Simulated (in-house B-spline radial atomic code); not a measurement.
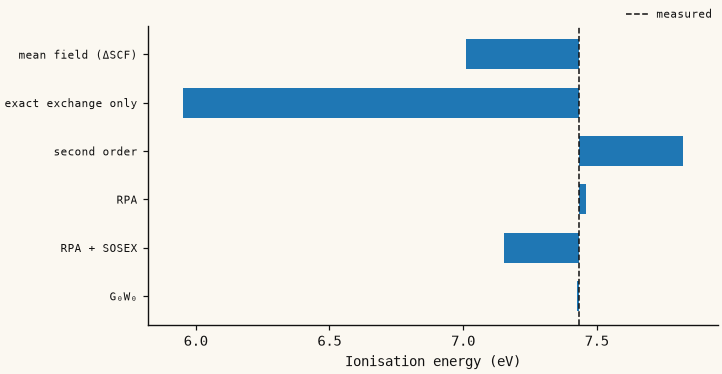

The ionisation energy of Mn ([Ar] 3d⁵ 4s² → [Ar] 3d⁵ 4s) across levels of theory. All-electron spherical atom, scalar X2C, PBE with 40 % exact exchange start, no spin-orbit coupling, Breit or QED terms; computed with a B-spline radial code. Differences of total energies, each species on its own start, beside the G₀W₀ level.

**How do the methods compare?**

The values run from 5.95 eV (exact exchange only) to 7.82 eV (second order). The measured value is 7.43 eV; nearest to it come G₀W₀ (−0.01) and RPA (+0.03), furthest exact exchange only (−1.48 eV).

```json
{"Method": "mean field (ΔSCF)", "Ionisation energy (eV)": "7.01"}
{"Method": "exact exchange only", "Ionisation energy (eV)": "5.95"}
{"Method": "second order", "Ionisation energy (eV)": "7.82"}
{"Method": "RPA", "Ionisation energy (eV)": "7.46"}
{"Method": "RPA + SOSEX", "Ionisation energy (eV)": "7.15"}
{"Method": "G₀W₀", "Ionisation energy (eV)": "7.43"}
```
